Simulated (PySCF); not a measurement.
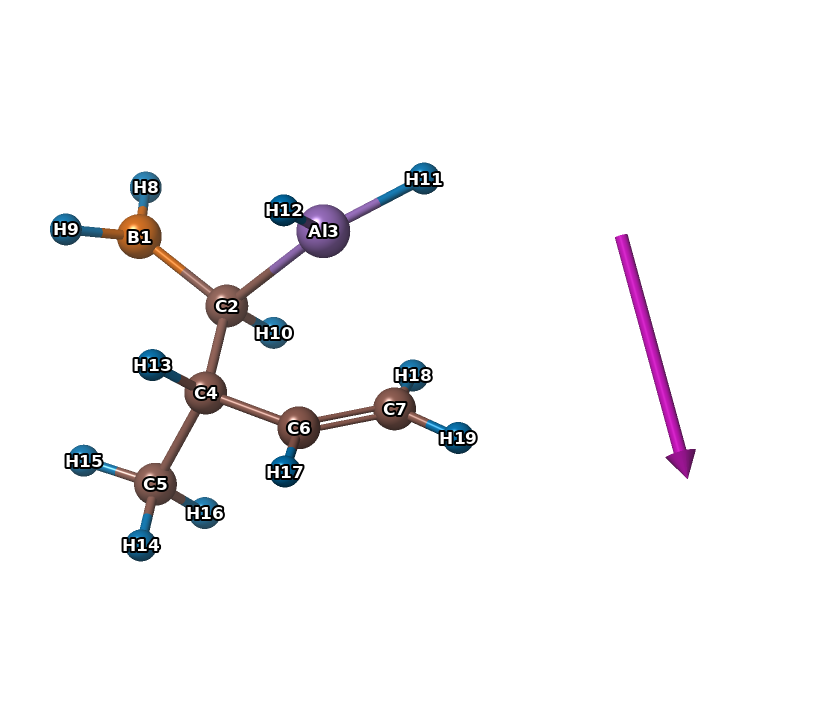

The arrow beside the molecule shows the direction of the dipole moment, from the negative to the positive end (its length means nothing). Computed geometry: GFN2-xTB optimisation. No frequency run is at hand to confirm it as a minimum. Level of theory: PBE0/pcSseg-1, gas phase (PySCF 2.14.0).

Q: Estimate the dipole moment.

A: 3.13 D; it points from the side of H8 to the side of H14, H19 (the outermost atoms at the two ends).

The geometry is semi-empirical. Around Al, B such bond lengths and angles can be off by a tenth of an ångström or more and by several degrees, and values that hang on the shape move with them.
